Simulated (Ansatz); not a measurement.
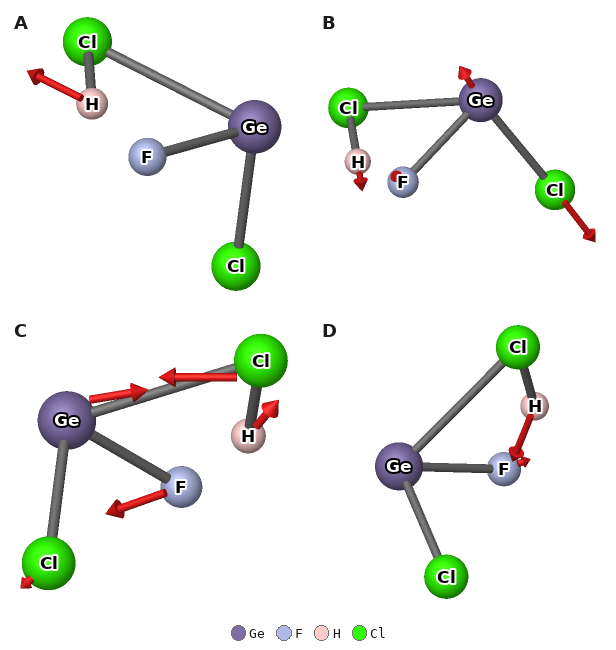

4 normal modes of one molecule or complex, as arrows. Harmonic vibrations computed with RKS PBE0-D4/def2-TZVP (Ansatz 0.2.0) at a stationary point of the same level. It is a saddle point of order 1.

> Match the panels to the wavenumbers 501i cm⁻¹, 237 cm⁻¹, 403 cm⁻¹, 749 cm⁻¹.

A: 749 cm⁻¹
B: 403 cm⁻¹
C: 237 cm⁻¹
D: 501i cm⁻¹
